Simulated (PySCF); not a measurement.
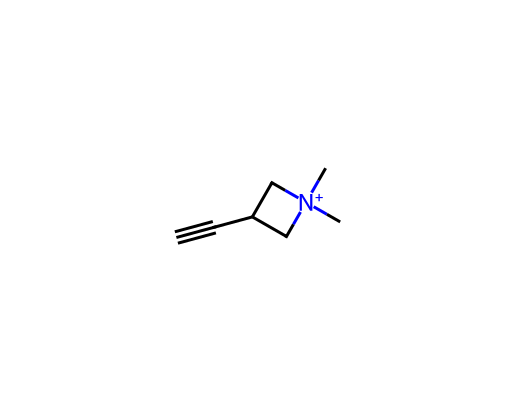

State: charge +1, singlet. The computed structure is the end point of a GFN2-xTB optimisation. No frequency run is at hand to confirm it as a minimum. Method: PBE0/def2-SVPD, gas phase (PySCF 2.14.0). Excitations: vertical, linear response.

Question: What is the mean static polarisability?

Answer: 78.7 bohr³.

Question: Estimate the lowest vertical singlet excitation.

Answer: 6.53 eV.

Question: What is the LUMO energy (Kohn–Sham orbital)?

Answer: −3.81 eV.

Question: What is the brightest of the 6 lowest singlets?

Answer: 7.46 eV.
